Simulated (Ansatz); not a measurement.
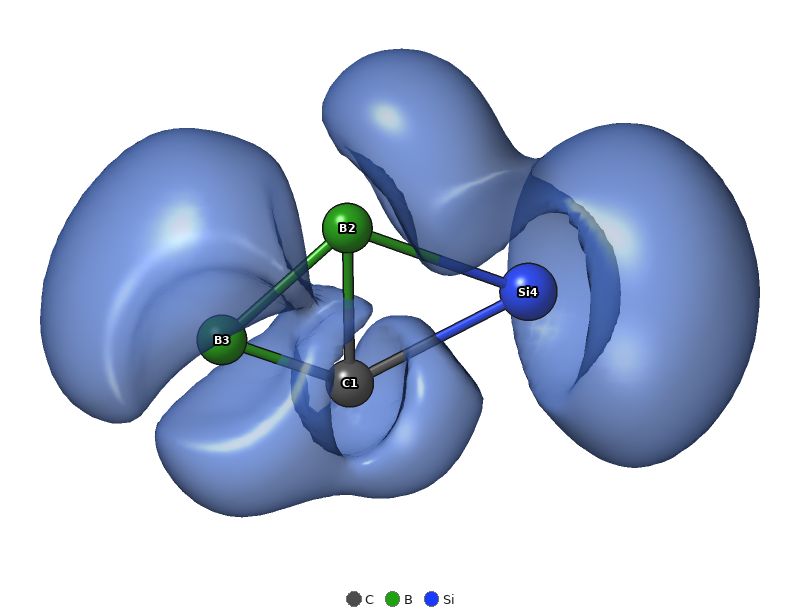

*CB$_{2}$Si (SMILES B1=C2[Si]B12). Isosurface of the electron localisation function at 0.75 (blue), seen at a tilt. Core shells and regions of very low density are left out.*

Geometry: r2SCAN-D4/def2-SVP.

Theory: Ansatz, isolated molecule in a Gaussian basis; Kohn-Sham density functional theory, functional PBE0.

```
atom    x (Å)    y (Å)    z (Å)
   C   0.0634  -1.1235  -0.4757
   B   0.1982  -0.8231   1.0823
   B   1.2202  -1.5614   0.1758
  Si  -1.4410  -0.2078   0.1374
```

**Where are the electrons localised?**

The ELF exceeds this value in one joined region spread over several atoms (B, C), in which their bonds and any lone pairs are merged and one joined region spread over several atoms (B, Si), in which their bonds and any lone pairs are merged. Along the contacts the grid gives the following. C–B (1.40 Å): the ELF peaks at about 0.90 between the atoms (localised, covalent bonding). B–B (1.55 Å): the ELF peaks at about 0.80 between the atoms (a covalent bond).
